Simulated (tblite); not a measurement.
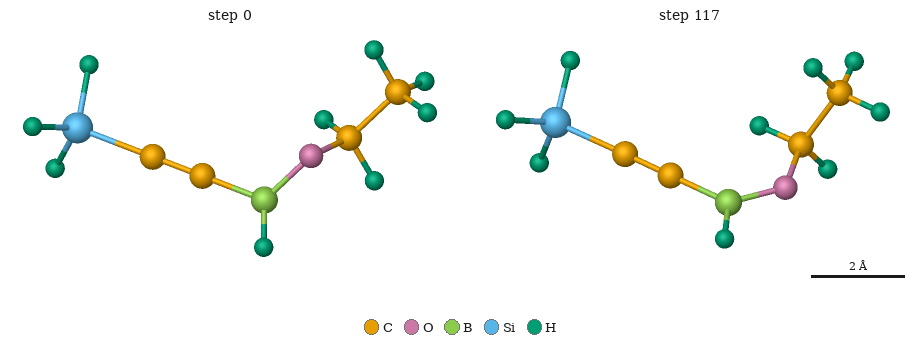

The structure of C$_{4}$H$_{9}$BOSi before (left) and after (right) a relaxation, at one scale.

A ball-and-stick model, seen at a tilt.

These are results of GFN2-xTB geometry optimisation, gas phase (tblite 0.8.0), not measurements. 

**What changed between the two?**

Over 117 geometry steps the energy falls by 110.8 kJ/mol. The O atom moves most after the best rigid fit: 0.82 Å. Largest moves by element: O 0.82 Å, H 0.80 Å, B 0.45 Å, Si 0.42 Å, C 0.40 Å. Near-neighbour distances that change, for instance: B–O 1.447 → 1.328 Å, C–H 1.131 → 1.087 Å, C–O 1.381 → 1.409 Å, C–C 1.501 → 1.525 Å. Bond angles that change, for instance: C–O–B 114.0° → 125.4°, O–B–C 118.7° → 123.8°, C–C–O 115.0° → 109.9°. Groups turn about C–O by about 60°. Cost: 1.2 s on 1 thread of Arm Neoverse N1 (shared host).
